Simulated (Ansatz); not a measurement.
# B3LYP/6-31G(d) (spherical functions) run of GaSiH7O (SMILES [SiH3][OH+][GaH3-])

Aim: the electronic atomisation energy of GaSiH7O at B3LYP/6-31G* (spherical functions), from 5 runs. 

The results are computed with Ansatz 0.2.0.

67 further runs of the same task are left out: 1 that didn't finish, 66 set aside as unsound or not needed.

**1. The system as given**

The species is GaSiH7O (10 atoms), meant as a singlet with charge 0. As SMILES, `[SiH3][OH+][GaH3-]`. The shape is that of a PBE0-D4/def2-TZVP optimisation.

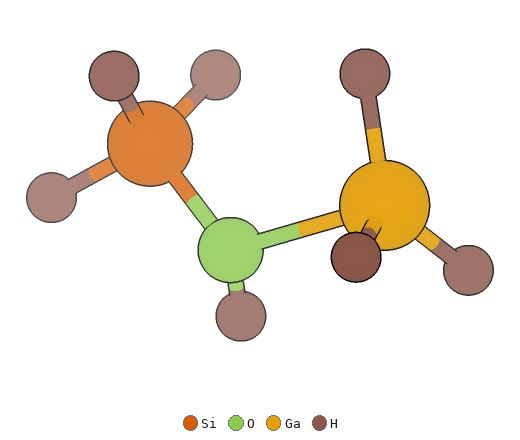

Viewed from a chosen angle; silicon orange, oxygen green, gallium amber, hydrogen brown.

**2. The energy at B3LYP/6-31G(d) (spherical functions)**

File run.yaml:

```yaml
crystal:
  periodic: [false, false, false]
  atoms:
    - {symbol: Si, position_ang: [-0.484700, 0.680100, -1.289300]}
    - {symbol: O, position_ang: [-0.772200, -0.233700, 0.097500]}
    - {symbol: Ga, position_ang: [0.882100, -0.551000, 1.475200]}
    - {symbol: H, position_ang: [-1.767100, 0.740000, -2.035000]}
    - {symbol: H, position_ang: [0.556000, 0.040700, -2.124900]}
    - {symbol: H, position_ang: [-0.069600, 2.013200, -0.814500]}
    - {symbol: H, position_ang: [-1.323900, -1.014800, 0.010100]}
    - {symbol: H, position_ang: [0.306600, 0.146600, 2.760300]}
    - {symbol: H, position_ang: [1.885600, 0.253500, 0.552600]}
    - {symbol: H, position_ang: [0.870300, -2.125600, 1.370900]}
basis:
  gaussian: {orbitals: 6-31G_st_-spherical.json}
hamiltonian: {xc: {name: B3LYP}}
accuracy: high
output: {orbitals: {seedname: orbitals}}
```

The basis set 6-31G* is read from a file made from the Basis Set Exchange's data (not shown).

On the command line:

```
$ ansatz run run.yaml --threads 1 --pin off --max-ram 3480MiB --events-out events.jsonl --progress --plain --runs-dir runs
```

The log of the run:

```text
Warning: RAYON_NUM_THREADS=1 ignored (pool sized by the plan → 1); use --threads N
Functional definition: B3LYP
  name "B3LYP"
  parameter a0 = 0.2
  parameter ax = 0.72
  parameter ac = 0.81
  exchange = (1 - a0 - ax)*slater_x + ax*b88_x + a0*exact_x
  correlation = (1 - ac)*vwn_rpa_c + ac*lyp_c
1782 factors; integrals over basis functions are off by at most 4.7e-9 eV
mean field evaluation 1: about -62406.8122 eV, gradient 4.8e1 eV
mean field evaluation 2: about -62400.2883 eV, gradient 7.8e1 eV
mean field evaluation 4: about -62410.6063 eV, gradient 3.1e0 eV
mean field evaluation 8: about -62410.7641 eV, gradient 1.8e-1 eV
mean field evaluation 16: about -62410.7642 eV, gradient 5.2e-6 eV
mean field -62410.76421077 eV, -2293.5532812103 hartree, gradient 2.1e-8 eV, S^2 0.000000; 0 other end points of the search recorded, 0 dependent functions left out
reference -62410.76425841 eV, -2293.5532829613 hartree; 30, 30 occupied and 48, 48 virtual orbitals, 1782 factors
Total energy: -62410.76425841 eV, -2293.5532829613 hartree
```

It took 9.9 s on 1 thread of Arm Neoverse V1, shared host; peak memory 0.28 GiB.

**3. The Ga atom at the same level**

File job.yaml:

```yaml
crystal:
  periodic: [false, false, false]
  atoms:
    - {symbol: Ga, position_ang: [0.000000, 0.000000, 0.000000]}
basis:
  gaussian:
    orbitals: 6-31G_st_-spherical.json
magnetization:
  spin_polarized: true
  initial_magnetization: 1
hamiltonian:
  xc: {name: B3LYP}
accuracy: high
```

The basis set 6-31G* is read from a file made from the Basis Set Exchange's data (not shown).

On the command line:

```
$ ansatz run job.yaml --threads 1 --pin off --max-ram 3480MiB --events-out events.jsonl --progress --plain --runs-dir runs
```

The log of the run:

```text
Warning: RAYON_NUM_THREADS=1 ignored (pool sized by the plan → 1); use --threads N
Functional definition: B3LYP
  name "B3LYP"
  parameter a0 = 0.2
  parameter ax = 0.72
  parameter ac = 0.81
  exchange = (1 - a0 - ax)*slater_x + ax*b88_x + a0*exact_x
  correlation = (1 - ac)*vwn_rpa_c + ac*lyp_c
306 factors; integrals over basis functions are off by at most 3.0e-9 eV
mean field evaluation 1: about -52370.5861 eV, gradient 7.8e0 eV
mean field evaluation 2: about -52370.5614 eV, gradient 9.2e0 eV
mean field evaluation 4: about -52370.6926 eV, gradient 4.1e-1 eV
mean field evaluation 8: about -52370.6913 eV, gradient 5.8e-3 eV
mean field evaluation 16: about -52370.6913 eV, gradient 2.1e-8 eV
mean field evaluation 32: about -52370.6913 eV, gradient 1.7e-4 eV
mean field -52370.69127875 eV, -1924.5874063644 hartree, gradient 5.7e-8 eV, S^2 0.751724; 3 other end points of the search recorded, 0 dependent functions left out
reference -52370.69130121 eV, -1924.5874071898 hartree; 16, 15 occupied and 16, 17 virtual orbitals, 306 factors
Total energy: -52370.69130121 eV, -1924.5874071898 hartree
```

It took 4.5 s on 1 thread of Arm Neoverse V1, shared host; peak memory 0.1 GiB.

**4. The H atom, same level**

File in.yaml:

```yaml
crystal:
  periodic: [false, false, false]
  atoms:
    - {symbol: H, position_ang: [0.000000, 0.000000, 0.000000]}
basis:
  gaussian: {orbitals: "6-31G*"}
hamiltonian: {xc: {name: B3LYP}}
accuracy: high
magnetization: {spin_polarized: true, initial_magnetization: 1}
```

Run the same way, it converges to -0.50027 Eh (log not shown).

**5. The O atom, same level**

File molecule.yaml:

```yaml
basis:
  gaussian:
    orbitals: 6-31G_st_-spherical.json
crystal:
  periodic: [false, false, false]
  atoms:
    - symbol: O
      position_ang: [0.000000, 0.000000, 0.000000]
magnetization:
  spin_polarized: true
  initial_magnetization: 2
hamiltonian:
  xc: {name: B3LYP}
accuracy: high
```

The basis set 6-31G* is read from a file made from the Basis Set Exchange's data (not shown).

Run the same way, it converges to -75.05940 Eh (log not shown).

**6. The Si atom, same level**

File run.yaml:

```yaml
basis:
  gaussian:
    orbitals: 6-31G_st_-spherical.json
crystal:
  periodic: [false, false, false]
  atoms:
    - {symbol: Si, position_ang: [0.000000, 0.000000, 0.000000]}
total_charge: 0
magnetization:
  spin_polarized: true
  initial_magnetization: 2
hamiltonian:
  xc: {name: B3LYP}
accuracy: high
```

The basis set 6-31G* is read from a file made from the Basis Set Exchange's data (not shown).

On the command line:

```
$ ansatz run run.yaml --threads 1 --pin off --max-ram 3480MiB --events-out events.jsonl --progress --plain --runs-dir runs
```

The log of the run:

```text
Warning: RAYON_NUM_THREADS=1 ignored (pool sized by the plan → 1); use --threads N
Functional definition: B3LYP
  name "B3LYP"
  parameter a0 = 0.2
  parameter ax = 0.72
  parameter ac = 0.81
  exchange = (1 - a0 - ax)*slater_x + ax*b88_x + a0*exact_x
  correlation = (1 - ac)*vwn_rpa_c + ac*lyp_c
141 factors; integrals over basis functions are off by at most 2.6e-9 eV
mean field evaluation 1: about -7874.0967 eV, gradient 2.2e0 eV
mean field evaluation 2: about -7874.1484 eV, gradient 6.3e-1 eV
mean field evaluation 4: about -7874.1531 eV, gradient 1.2e-1 eV
mean field evaluation 8: about -7874.1532 eV, gradient 7.3e-5 eV
mean field evaluation 16: about -7874.1532 eV, gradient 4.4e-2 eV
mean field -7874.15323606 eV, -289.3697941324 hartree, gradient 3.7e-8 eV, S^2 2.001919; 1 other end points of the search recorded, 0 dependent functions left out
reference -7874.15325710 eV, -289.3697949057 hartree; 8, 6 occupied and 10, 12 virtual orbitals, 141 factors
Total energy: -7874.15325710 eV, -289.3697949057 hartree
```

Run time: 1 s. Hardware: 1 thread of Arm Neoverse V1, shared host.

**7. Outcome**

Level: B3LYP/6-31G* (spherical functions).

| quantity | value |
| --- | --- |
| molecule: total energy | -2293.55328 Eh |
| molecule: HOMO energy | -7.48 eV |
| molecule: LUMO energy | -0.89 eV |
| molecule: HOMO–LUMO gap | 6.59 eV |
| Ga atom: total energy | -1924.58741 Eh |
| Ga atom: ⟨S²⟩ | 0.752 |
| H atom: total energy | -0.50027 Eh |
| H atom: ⟨S²⟩ | 0.750 |
| O atom: total energy | -75.05940 Eh |
| O atom: ⟨S²⟩ | 2.002 |
| Si atom: total energy | -289.36979 Eh |
| Si atom: ⟨S²⟩ | 2.002 |
| electronic atomisation energy | 28.157 eV |

What this shows: Taking the molecule apart into free atoms costs 28.16 eV (649 kcal/mol), before zero-point energy and without spin-orbit coupling.
